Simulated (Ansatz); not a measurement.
The starting structures come from a database of crystals and need not be the phases stable at ambient conditions.

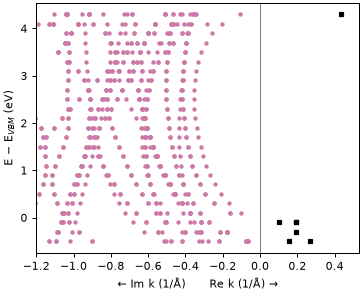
Figure. Complex bands at the centre of the two-dimensional zone; PBEsol (Ansatz, an electronic-structure program)

The gap is the functional's own, uncorrected, and κ follows it; spin-orbit coupling is left out. Mid-gap means the computed energy nearest the middle.

This is La2Hf2O7 (Fd-3m, 22 atoms a cell, 14.1 Å³ an atom) along the normal of (111). Read off the slowest decay at the centre of the two-dimensional zone at 2.10 eV, the computed energy nearest the middle of the gap.

κ ≈ 0.35 1/Å, a decay length 1/(2κ) of the density of 1.4 Å.
